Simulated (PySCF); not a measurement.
Input file:

```
{"job": {"kind": "uv", "xc": "CAM-B3LYP", "basis": "def2-SVPD", "nstates": 8, "ntriplets": 3}, "charge": 0, "multiplicity": 1}
C      2.664186    -0.621660    -0.606483
N      2.018894     0.330668    -0.123455
Si     0.330244     0.529367     0.183732
As    -0.516570     1.973143    -1.425135
N     -0.552010    -0.953886     0.038071
C     -1.986721    -1.009528    -0.102853
H      3.737071    -0.520959    -0.754921
H      2.228196    -1.582004    -0.899546
H      0.396494     1.052713     1.562674
H     -1.487459     2.565140    -0.436732
H      0.469006     3.037339    -1.065825
H     -0.202701    -1.738281     0.569376
H     -2.283801    -1.947377    -0.576826
H     -2.305837    -0.182989    -0.744556
H     -2.513405    -0.923696     0.854911
```

Run with:

```sh
OMP_NUM_THREADS=1 python probes_run.py task.json out
```

Geometry: GFN2-xTB.

These are results of PySCF 2.14.0, CAM-B3LYP/def2-SVPD, SCF density, gas phase, not measurements.

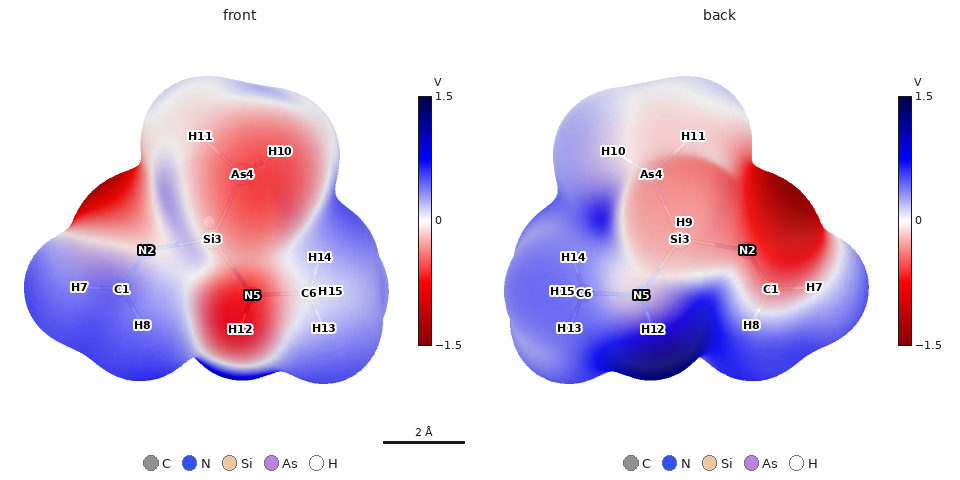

C2H9AsN2Si. The molecular electrostatic potential painted on the density surface at 0.001 e/bohr³, seen from the front and from behind; the colour scale runs from red (negative) to blue (positive).

Which sites attract a positive test charge, and which a negative one?

A positive charge is drawn to the negative regions and a negative charge to the positive ones. The most negative region (about −1.4 V, or −32 kcal/mol for a unit charge) lies over N2, the most positive (about +1.3 V, or +30 kcal/mol for a unit charge) over H12. N2 is the likeliest acceptor of a hydrogen bond.

What dipole moment does the calculation give?

Its dipole moment is 2.08 D.
